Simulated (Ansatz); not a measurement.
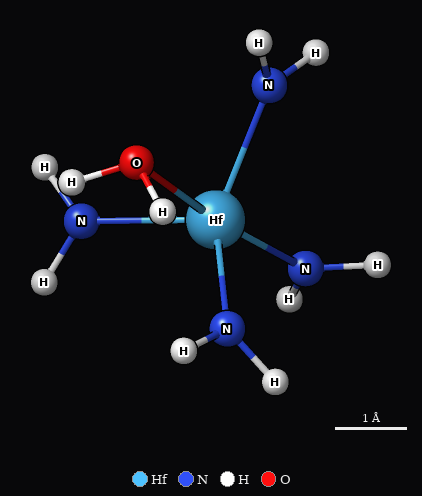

Figure 1. The structure as given in the input (ball-and-stick view, seen at a tilt). Sticks mark near contacts.

# Run report: HfN4H10O, molecular dynamics (part 1 of 5)

System: HfN4H10O.
Method: RKS PBE/def2-SVP (Ansatz 0.2.0).

It belongs to a series of runs on one base structure; here: dynamics from the highest image of the converged band.

Input
```yaml
crystal:
  periodic: [false, false, false]
  atoms:
    - { symbol: Hf, position_ang: [-0.154999, -0.000238, 0.062735] }
    - { symbol: "N", position_ang: [0.00386, -0.181657, 2.165481] }
    - { symbol: H, position_ang: [-0.63261, -0.557475, 2.878939] }
    - { symbol: H, position_ang: [0.922403, -0.103449, 2.618288] }
    - { symbol: "N", position_ang: [1.835063, 0.106126, -0.459587] }
    - { symbol: H, position_ang: [2.429197, -0.619609, -0.875063] }
    - { symbol: H, position_ang: [2.414129, 0.947599, -0.342905] }
    - { symbol: "N", position_ang: [-0.858311, 1.688233, -0.912904] }
    - { symbol: H, position_ang: [-1.732795, 2.183615, -0.706806] }
    - { symbol: H, position_ang: [-0.347957, 2.220729, -1.626166] }
    - { symbol: "N", position_ang: [-0.887417, -1.769337, -0.727485] }
    - { symbol: H, position_ang: [-0.66026, -2.690157, -0.330775] }
    - { symbol: H, position_ang: [-1.38825, -1.924246, -1.609577] }
    - { symbol: O, position_ang: [-2.453231, 0.296058, 0.98735] }
    - { symbol: H, position_ang: [-2.776567, -0.6263, 0.943671] }
    - { symbol: H, position_ang: [-2.161554, 0.420408, 1.915306] }
basis:
  gaussian: { orbitals: def2-SVP }
hamiltonian:
  xc: pbe
md:
  timestep: 0.5
  n_steps: 200
  ensemble: nve
  temperature: 300.0
  initial_velocities: maxwell_boltzmann
  seed: 7958
```

Machine: 4 threads of Arm Neoverse V1, 24 GiB of memory available, shared host.

Launch command:
```bash
ansatz run input.yaml --threads 4 --pin off --max-ram 5120MiB --backend cpu --events-out ev --progress --plain --runs-dir out
```

The program's output
```
Engine: ansatz 0.2.0, aarch64-unknown-linux-gnu
Functional definition: PBE
  parameter kappa = 0.804
  parameter beta = 0.06672455060314922
  exchange = pbe_x(kappa = kappa, mu = beta*pi^2/3)
  correlation = pbe_c(beta = beta)
1725 factors; their error is unknown
mean field evaluation 1: about -9430.1246 eV, gradient 1.3e2 eV
mean field evaluation 2: about -9267.5748 eV, gradient 2.7e2 eV
mean field evaluation 4: about -9464.6813 eV, gradient 2.4e1 eV
mean field evaluation 8: about -9466.0575 eV, gradient 1.6e-1 eV
mean field evaluation 16: about -9465.9506 eV, gradient 2.3e-3 eV
mean field -9465.95062877 eV, -347.8672693554 hartree, gradient 4.7e-5 eV, S^2 0.000000; 0 other end points of the search recorded, 0 dependent functions left out
the calculation of the forces begins
reference -9465.95072516 eV, -347.8672728977 hartree; 29, 29 occupied and 123, 123 virtual orbitals, 1725 factors
md step     0: t =     0.00 fs  T =   300.0 K  F+E_penalty+E_count = -9465.95062877 eV  E_kin = 0.542892 eV  conserved = -9465.40773677 eV  (30 SCF iters)
these checks for a lower state are left out or cut short: starts, cluster_reference, orbital_swaps, neighbouring_geometries, increment
1725 factors; their error is unknown
mean field -9465.92833448 eV, -347.8664500556 hartree, gradient 2.0e-5 eV, S^2 0.000000; 0 other end points of the search recorded, 0 dependent functions left out
the calculation of the forces begins
reference -9465.92843084 eV, -347.8664535967 hartree; 29, 29 occupied and 123, 123 virtual orbitals, 1725 factors
md step     1: t =     0.50 fs  T =   287.8 K  F+E_penalty+E_count = -9465.92833448 eV  E_kin = 0.520889 eV  conserved = -9465.40744554 eV  (31 SCF iters)
[... from here on the SCF iterations and repeated set-up lines of each step are left out, up to the last step ...]
md step     2: t =     1.00 fs  T =   255.6 K  F+E_penalty+E_count = -9465.86851094 eV  E_kin = 0.462512 eV  conserved = -9465.40599864 eV  (31 SCF iters)
md step     3: t =     1.50 fs  T =   215.9 K  F+E_penalty+E_count = -9465.79459269 eV  E_kin = 0.390647 eV  conserved = -9465.40394573 eV  (31 SCF iters)
md step     4: t =     2.00 fs  T =   185.7 K  F+E_penalty+E_count = -9465.73845448 eV  E_kin = 0.335985 eV  conserved = -9465.40246982 eV  (31 SCF iters)
md step     5: t =     2.50 fs  T =   176.9 K  F+E_penalty+E_count = -9465.72263300 eV  E_kin = 0.320100 eV  conserved = -9465.40253342 eV  (31 SCF iters)
md step     6: t =     3.00 fs  T =   189.2 K  F+E_penalty+E_count = -9465.74632543 eV  E_kin = 0.342363 eV  conserved = -9465.40396275 eV  (31 SCF iters)
md step     7: t =     3.50 fs  T =   211.1 K  F+E_penalty+E_count = -9465.78776398 eV  E_kin = 0.382076 eV  conserved = -9465.40568767 eV  (31 SCF iters)
md step     8: t =     4.00 fs  T =   228.2 K  F+E_penalty+E_count = -9465.81975629 eV  E_kin = 0.412982 eV  conserved = -9465.40677432 eV  (31 SCF iters)
md step     9: t =     4.50 fs  T =   230.5 K  F+E_penalty+E_count = -9465.82406901 eV  E_kin = 0.417120 eV  conserved = -9465.40694910 eV  (32 SCF iters)
md step    10: t =     5.00 fs  T =   215.6 K  F+E_penalty+E_count = -9465.79651467 eV  E_kin = 0.390126 eV  conserved = -9465.40638845 eV  (31 SCF iters)
md step    11: t =     5.50 fs  T =   187.6 K  F+E_penalty+E_count = -9465.74492474 eV  E_kin = 0.339544 eV  conserved = -9465.40538072 eV  (31 SCF iters)
md step    12: t =     6.00 fs  T =   155.0 K  F+E_penalty+E_count = -9465.68475942 eV  E_kin = 0.280550 eV  conserved = -9465.40420892 eV  (32 SCF iters)
md step    13: t =     6.50 fs  T =   127.8 K  F+E_penalty+E_count = -9465.63437799 eV  E_kin = 0.231194 eV  conserved = -9465.40318350 eV  (32 SCF iters)
md step    14: t =     7.00 fs  T =   114.5 K  F+E_penalty+E_count = -9465.60985778 eV  E_kin = 0.207218 eV  conserved = -9465.40263945 eV  (32 SCF iters)
md step    15: t =     7.50 fs  T =   119.8 K  F+E_penalty+E_count = -9465.61965517 eV  E_kin = 0.216840 eV  conserved = -9465.40281534 eV  (31 SCF iters)
md step    16: t =     8.00 fs  T =   142.2 K  F+E_penalty+E_count = -9465.66095105 eV  E_kin = 0.257244 eV  conserved = -9465.40370701 eV  (31 SCF iters)
md step    17: t =     8.50 fs  T =   173.9 K  F+E_penalty+E_count = -9465.71979929 eV  E_kin = 0.314756 eV  conserved = -9465.40504301 eV  (32 SCF iters)
md step    18: t =     9.00 fs  T =   203.9 K  F+E_penalty+E_count = -9465.77543019 eV  E_kin = 0.369032 eV  conserved = -9465.40639788 eV  (31 SCF iters)
md step    19: t =     9.50 fs  T =   220.9 K  F+E_penalty+E_count = -9465.80705921 eV  E_kin = 0.399743 eV  conserved = -9465.40731593 eV  (32 SCF iters)
md step    20: t =    10.00 fs  T =   217.6 K  F+E_penalty+E_count = -9465.80122578 eV  E_kin = 0.393842 eV  conserved = -9465.40738421 eV  (32 SCF iters)
md step    21: t =    10.50 fs  T =   194.4 K  F+E_penalty+E_count = -9465.75818970 eV  E_kin = 0.351817 eV  conserved = -9465.40637315 eV  (31 SCF iters)
md step    22: t =    11.00 fs  T =   160.5 K  F+E_penalty+E_count = -9465.69490556 eV  E_kin = 0.290357 eV  conserved = -9465.40454875 eV  (32 SCF iters)
md step    23: t =    11.50 fs  T =   131.1 K  F+E_penalty+E_count = -9465.64011887 eV  E_kin = 0.237255 eV  conserved = -9465.40286387 eV  (31 SCF iters)
md step    24: t =    12.00 fs  T =   120.0 K  F+E_penalty+E_count = -9465.61966105 eV  E_kin = 0.217220 eV  conserved = -9465.40244151 eV  (31 SCF iters)
md step    25: t =    12.50 fs  T =   130.7 K  F+E_penalty+E_count = -9465.64000393 eV  E_kin = 0.236451 eV  conserved = -9465.40355272 eV  (31 SCF iters)
md step    26: t =    13.00 fs  T =   154.2 K  F+E_penalty+E_count = -9465.68433483 eV  E_kin = 0.278988 eV  conserved = -9465.40534713 eV  (32 SCF iters)
md step    27: t =    13.50 fs  T =   175.8 K  F+E_penalty+E_count = -9465.72480033 eV  E_kin = 0.318076 eV  conserved = -9465.40672393 eV  (32 SCF iters)
md step    28: t =    14.00 fs  T =   183.4 K  F+E_penalty+E_count = -9465.73899905 eV  E_kin = 0.331840 eV  conserved = -9465.40715910 eV  (33 SCF iters)
md step    29: t =    14.50 fs  T =   172.4 K  F+E_penalty+E_count = -9465.71868510 eV  E_kin = 0.311957 eV  conserved = -9465.40672801 eV  (32 SCF iters)
md step    30: t =    15.00 fs  T =   145.7 K  F+E_penalty+E_count = -9465.66944230 eV  E_kin = 0.263698 eV  conserved = -9465.40574464 eV  (32 SCF iters)
md step    31: t =    15.50 fs  T =   111.4 K  F+E_penalty+E_count = -9465.60612762 eV  E_kin = 0.201591 eV  conserved = -9465.40453625 eV  (33 SCF iters)
md step    32: t =    16.00 fs  T =    79.7 K  F+E_penalty+E_count = -9465.54758093 eV  E_kin = 0.144162 eV  conserved = -9465.40341873 eV  (32 SCF iters)
md step    33: t =    16.50 fs  T =    60.0 K  F+E_penalty+E_count = -9465.51134702 eV  E_kin = 0.108637 eV  conserved = -9465.40270966 eV  (32 SCF iters)
md step    34: t =    17.00 fs  T =    58.5 K  F+E_penalty+E_count = -9465.50852703 eV  E_kin = 0.105873 eV  conserved = -9465.40265388 eV  (31 SCF iters)
md step    35: t =    17.50 fs  T =    75.5 K  F+E_penalty+E_count = -9465.53995241 eV  E_kin = 0.136651 eV  conserved = -9465.40330139 eV  (31 SCF iters)
md step    36: t =    18.00 fs  T =   105.6 K  F+E_penalty+E_count = -9465.59547103 eV  E_kin = 0.191011 eV  conserved = -9465.40445999 eV  (31 SCF iters)
md step    37: t =    18.50 fs  T =   138.8 K  F+E_penalty+E_count = -9465.65701897 eV  E_kin = 0.251249 eV  conserved = -9465.40577025 eV  (31 SCF iters)
md step    38: t =    19.00 fs  T =   164.4 K  F+E_penalty+E_count = -9465.70437696 eV  E_kin = 0.297561 eV  conserved = -9465.40681644 eV  (31 SCF iters)
md step    39: t =    19.50 fs  T =   173.9 K  F+E_penalty+E_count = -9465.72190863 eV  E_kin = 0.314720 eV  conserved = -9465.40718912 eV  (31 SCF iters)
md step    40: t =    20.00 fs  T =   164.9 K  F+E_penalty+E_count = -9465.70502936 eV  E_kin = 0.298449 eV  conserved = -9465.40657993 eV  (32 SCF iters)
md step    41: t =    20.50 fs  T =   143.4 K  F+E_penalty+E_count = -9465.66457485 eV  E_kin = 0.259527 eV  conserved = -9465.40504774 eV  (32 SCF iters)
md step    42: t =    21.00 fs  T =   122.6 K  F+E_penalty+E_count = -9465.62508775 eV  E_kin = 0.221782 eV  conserved = -9465.40330624 eV  (33 SCF iters)
md step    43: t =    21.50 fs  T =   116.6 K  F+E_penalty+E_count = -9465.61345059 eV  E_kin = 0.210966 eV  conserved = -9465.40248444 eV  (31 SCF iters)
md step    44: t =    22.00 fs  T =   132.0 K  F+E_penalty+E_count = -9465.64214472 eV  E_kin = 0.238955 eV  conserved = -9465.40318944 eV  (31 SCF iters)
md step    45: t =    22.50 fs  T =   163.3 K  F+E_penalty+E_count = -9465.70048767 eV  E_kin = 0.295599 eV  conserved = -9465.40488830 eV  (33 SCF iters)
md step    46: t =    23.00 fs  T =   196.6 K  F+E_penalty+E_count = -9465.76226752 eV  E_kin = 0.355792 eV  conserved = -9465.40647548 eV  (31 SCF iters)
md step    47: t =    23.50 fs  T =   218.2 K  F+E_penalty+E_count = -9465.80205905 eV  E_kin = 0.394833 eV  conserved = -9465.40722644 eV  (31 SCF iters)
md step    48: t =    24.00 fs  T =   220.8 K  F+E_penalty+E_count = -9465.80670835 eV  E_kin = 0.399642 eV  conserved = -9465.40706639 eV  (32 SCF iters)
md step    49: t =    24.50 fs  T =   205.1 K  F+E_penalty+E_count = -9465.77735579 eV  E_kin = 0.371092 eV  conserved = -9465.40626382 eV  (31 SCF iters)
md step    50: t =    25.00 fs  T =   177.2 K  F+E_penalty+E_count = -9465.72577217 eV  E_kin = 0.320631 eV  conserved = -9465.40514155 eV  (31 SCF iters)
md step    51: t =    25.50 fs  T =   146.6 K  F+E_penalty+E_count = -9465.66926420 eV  E_kin = 0.265256 eV  conserved = -9465.40400790 eV  (32 SCF iters)
md step    52: t =    26.00 fs  T =   122.9 K  F+E_penalty+E_count = -9465.62553903 eV  E_kin = 0.222364 eV  conserved = -9465.40317531 eV  (32 SCF iters)
md step    53: t =    26.50 fs  T =   113.1 K  F+E_penalty+E_count = -9465.60760188 eV  E_kin = 0.204693 eV  conserved = -9465.40290874 eV  (32 SCF iters)
md step    54: t =    27.00 fs  T =   119.5 K  F+E_penalty+E_count = -9465.61958711 eV  E_kin = 0.216283 eV  conserved = -9465.40330461 eV  (32 SCF iters)
md step    55: t =    27.50 fs  T =   138.7 K  F+E_penalty+E_count = -9465.65530036 eV  E_kin = 0.251077 eV  conserved = -9465.40422340 eV  (32 SCF iters)
md step    56: t =    28.00 fs  T =   163.1 K  F+E_penalty+E_count = -9465.70042170 eV  E_kin = 0.295067 eV  conserved = -9465.40535518 eV  (32 SCF iters)
md step    57: t =    28.50 fs  T =   183.0 K  F+E_penalty+E_count = -9465.73741931 eV  E_kin = 0.331077 eV  conserved = -9465.40634249 eV  (32 SCF iters)
md step    58: t =    29.00 fs  T =   190.4 K  F+E_penalty+E_count = -9465.75134871 eV  E_kin = 0.344505 eV  conserved = -9465.40684333 eV  (32 SCF iters)
md step    59: t =    29.50 fs  T =   181.7 K  F+E_penalty+E_count = -9465.73538343 eV  E_kin = 0.328820 eV  conserved = -9465.40656330 eV  (32 SCF iters)
md step    60: t =    30.00 fs  T =   160.1 K  F+E_penalty+E_count = -9465.69521937 eV  E_kin = 0.289809 eV  conserved = -9465.40540997 eV  (32 SCF iters)
md step    61: t =    30.50 fs  T =   136.0 K  F+E_penalty+E_count = -9465.64984475 eV  E_kin = 0.246061 eV  conserved = -9465.40378354 eV  (33 SCF iters)
md step    62: t =    31.00 fs  T =   122.7 K  F+E_penalty+E_count = -9465.62473163 eV  E_kin = 0.222107 eV  conserved = -9465.40262419 eV  (32 SCF iters)
md step    63: t =    31.50 fs  T =   129.7 K  F+E_penalty+E_count = -9465.63757874 eV  E_kin = 0.234799 eV  conserved = -9465.40277956 eV  (32 SCF iters)
md step    64: t =    32.00 fs  T =   155.7 K  F+E_penalty+E_count = -9465.68601778 eV  E_kin = 0.281843 eV  conserved = -9465.40417453 eV  (32 SCF iters)
md step    65: t =    32.50 fs  T =   189.5 K  F+E_penalty+E_count = -9465.74872468 eV  E_kin = 0.342851 eV  conserved = -9465.40587333 eV  (33 SCF iters)
md step    66: t =    33.00 fs  T =   216.7 K  F+E_penalty+E_count = -9465.79905826 eV  E_kin = 0.392096 eV  conserved = -9465.40696181 eV  (33 SCF iters)
md step    67: t =    33.50 fs  T =   227.6 K  F+E_penalty+E_count = -9465.81898329 eV  E_kin = 0.411853 eV  conserved = -9465.40713043 eV  (33 SCF iters)
md step    68: t =    34.00 fs  T =   219.9 K  F+E_penalty+E_count = -9465.80452116 eV  E_kin = 0.397962 eV  conserved = -9465.40655870 eV  (32 SCF iters)
md step    69: t =    34.50 fs  T =   197.9 K  F+E_penalty+E_count = -9465.76363204 eV  E_kin = 0.358049 eV  conserved = -9465.40558270 eV  (32 SCF iters)
md step    70: t =    35.00 fs  T =   169.4 K  F+E_penalty+E_count = -9465.71114236 eV  E_kin = 0.306615 eV  conserved = -9465.40452783 eV  (32 SCF iters)
md step    71: t =    35.50 fs  T =   143.5 K  F+E_penalty+E_count = -9465.66345773 eV  E_kin = 0.259770 eV  conserved = -9465.40368766 eV  (31 SCF iters)
md step    72: t =    36.00 fs  T =   127.3 K  F+E_penalty+E_count = -9465.63373072 eV  E_kin = 0.230430 eV  conserved = -9465.40330104 eV  (32 SCF iters)
md step    73: t =    36.50 fs  T =   124.1 K  F+E_penalty+E_count = -9465.62802745 eV  E_kin = 0.224552 eV  conserved = -9465.40347521 eV  (31 SCF iters)
md step    74: t =    37.00 fs  T =   132.4 K  F+E_penalty+E_count = -9465.64363958 eV  E_kin = 0.239506 eV  conserved = -9465.40413312 eV  (31 SCF iters)
md step    75: t =    37.50 fs  T =   146.6 K  F+E_penalty+E_count = -9465.67028971 eV  E_kin = 0.265237 eV  conserved = -9465.40505291 eV  (31 SCF iters)
md step    76: t =    38.00 fs  T =   159.0 K  F+E_penalty+E_count = -9465.69365679 eV  E_kin = 0.287699 eV  conserved = -9465.40595746 eV  (31 SCF iters)
md step    77: t =    38.50 fs  T =   162.1 K  F+E_penalty+E_count = -9465.69991040 eV  E_kin = 0.293352 eV  conserved = -9465.40655839 eV  (31 SCF iters)
md step    78: t =    39.00 fs  T =   151.3 K  F+E_penalty+E_count = -9465.68045014 eV  E_kin = 0.273888 eV  conserved = -9465.40656240 eV  (32 SCF iters)
md step    79: t =    39.50 fs  T =   127.5 K  F+E_penalty+E_count = -9465.63645617 eV  E_kin = 0.230692 eV  conserved = -9465.40576463 eV  (33 SCF iters)
md step    80: t =    40.00 fs  T =    98.0 K  F+E_penalty+E_count = -9465.58157004 eV  E_kin = 0.177257 eV  conserved = -9465.40431346 eV  (33 SCF iters)
md step    81: t =    40.50 fs  T =    75.1 K  F+E_penalty+E_count = -9465.53888308 eV  E_kin = 0.135963 eV  conserved = -9465.40291984 eV  (33 SCF iters)
md step    82: t =    41.00 fs  T =    70.4 K  F+E_penalty+E_count = -9465.52983744 eV  E_kin = 0.127319 eV  conserved = -9465.40251873 eV  (34 SCF iters)
md step    83: t =    41.50 fs  T =    86.8 K  F+E_penalty+E_count = -9465.56050136 eV  E_kin = 0.157069 eV  conserved = -9465.40343195 eV  (33 SCF iters)
md step    84: t =    42.00 fs  T =   117.1 K  F+E_penalty+E_count = -9465.61697018 eV  E_kin = 0.211951 eV  conserved = -9465.40501965 eV  (33 SCF iters)
md step    85: t =    42.50 fs  T =   148.3 K  F+E_penalty+E_count = -9465.67461562 eV  E_kin = 0.268295 eV  conserved = -9465.40632096 eV  (33 SCF iters)
md step    86: t =    43.00 fs  T =   168.9 K  F+E_penalty+E_count = -9465.71238623 eV  E_kin = 0.305564 eV  conserved = -9465.40682186 eV  (32 SCF iters)
md step    87: t =    43.50 fs  T =   173.8 K  F+E_penalty+E_count = -9465.72114297 eV  E_kin = 0.314581 eV  conserved = -9465.40656182 eV  (32 SCF iters)
md step    88: t =    44.00 fs  T =   164.7 K  F+E_penalty+E_count = -9465.70378224 eV  E_kin = 0.297958 eV  conserved = -9465.40582378 eV  (32 SCF iters)
md step    89: t =    44.50 fs  T =   147.1 K  F+E_penalty+E_count = -9465.67118048 eV  E_kin = 0.266276 eV  conserved = -9465.40490445 eV  (31 SCF iters)
md step    90: t =    45.00 fs  T =   129.0 K  F+E_penalty+E_count = -9465.63745274 eV  E_kin = 0.233379 eV  conserved = -9465.40407365 eV  (32 SCF iters)
md step    91: t =    45.50 fs  T =   117.1 K  F+E_penalty+E_count = -9465.61549136 eV  E_kin = 0.211916 eV  conserved = -9465.40357528 eV  (32 SCF iters)
md step    92: t =    46.00 fs  T =   115.7 K  F+E_penalty+E_count = -9465.61302794 eV  E_kin = 0.209462 eV  conserved = -9465.40356615 eV  (31 SCF iters)
md step    93: t =    46.50 fs  T =   125.0 K  F+E_penalty+E_count = -9465.63017559 eV  E_kin = 0.226136 eV  conserved = -9465.40403913 eV  (32 SCF iters)
md step    94: t =    47.00 fs  T =   140.8 K  F+E_penalty+E_count = -9465.65954302 eV  E_kin = 0.254717 eV  conserved = -9465.40482593 eV  (33 SCF iters)
md step    95: t =    47.50 fs  T =   156.5 K  F+E_penalty+E_count = -9465.68887188 eV  E_kin = 0.283193 eV  conserved = -9465.40567903 eV  (33 SCF iters)
md step    96: t =    48.00 fs  T =   165.0 K  F+E_penalty+E_count = -9465.70501109 eV  E_kin = 0.298669 eV  conserved = -9465.40634246 eV  (32 SCF iters)
md step    97: t =    48.50 fs  T =   161.1 K  F+E_penalty+E_count = -9465.69812911 eV  E_kin = 0.291566 eV  conserved = -9465.40656278 eV  (33 SCF iters)
md step    98: t =    49.00 fs  T =   143.5 K  F+E_penalty+E_count = -9465.66577016 eV  E_kin = 0.259648 eV  conserved = -9465.40612228 eV  (33 SCF iters)
md step    99: t =    49.50 fs  T =   116.6 K  F+E_penalty+E_count = -9465.61597876 eV  E_kin = 0.210973 eV  conserved = -9465.40500619 eV  (33 SCF iters)
md step   100: t =    50.00 fs  T =    90.2 K  F+E_penalty+E_count = -9465.56692828 eV  E_kin = 0.163291 eV  conserved = -9465.40363766 eV  (32 SCF iters)
md step   101: t =    50.50 fs  T =    75.8 K  F+E_penalty+E_count = -9465.53999832 eV  E_kin = 0.137186 eV  conserved = -9465.40281187 eV  (33 SCF iters)
md step   102: t =    51.00 fs  T =    80.0 K  F+E_penalty+E_count = -9465.54785119 eV  E_kin = 0.144750 eV  conserved = -9465.40310130 eV  (33 SCF iters)
md step   103: t =    51.50 fs  T =   100.5 K  F+E_penalty+E_count = -9465.58614976 eV  E_kin = 0.181863 eV  conserved = -9465.40428655 eV  (33 SCF iters)
md step   104: t =    52.00 fs  T =   127.7 K  F+E_penalty+E_count = -9465.63673194 eV  E_kin = 0.231158 eV  conserved = -9465.40557362 eV  (33 SCF iters)
md step   105: t =    52.50 fs  T =   150.8 K  F+E_penalty+E_count = -9465.67924386 eV  E_kin = 0.272933 eV  conserved = -9465.40631097 eV  (32 SCF iters)
md step   106: t =    53.00 fs  T =   162.9 K  F+E_penalty+E_count = -9465.70119779 eV  E_kin = 0.294855 eV  conserved = -9465.40634270 eV  (32 SCF iters)
md step   107: t =    53.50 fs  T =   163.1 K  F+E_penalty+E_count = -9465.70096959 eV  E_kin = 0.295122 eV  conserved = -9465.40584724 eV  (32 SCF iters)
md step   108: t =    54.00 fs  T =   155.0 K  F+E_penalty+E_count = -9465.68549690 eV  E_kin = 0.280407 eV  conserved = -9465.40508943 eV  (32 SCF iters)
md step   109: t =    54.50 fs  T =   144.7 K  F+E_penalty+E_count = -9465.66620649 eV  E_kin = 0.261881 eV  conserved = -9465.40432578 eV  (32 SCF iters)
md step   110: t =    55.00 fs  T =   138.7 K  F+E_penalty+E_count = -9465.65484303 eV  E_kin = 0.251053 eV  conserved = -9465.40378982 eV  (32 SCF iters)
md step   111: t =    55.50 fs  T =   141.5 K  F+E_penalty+E_count = -9465.65968822 eV  E_kin = 0.256041 eV  conserved = -9465.40364721 eV  (31 SCF iters)
md step   112: t =    56.00 fs  T =   154.2 K  F+E_penalty+E_count = -9465.68292485 eV  E_kin = 0.278992 eV  conserved = -9465.40393329 eV  (31 SCF iters)
```
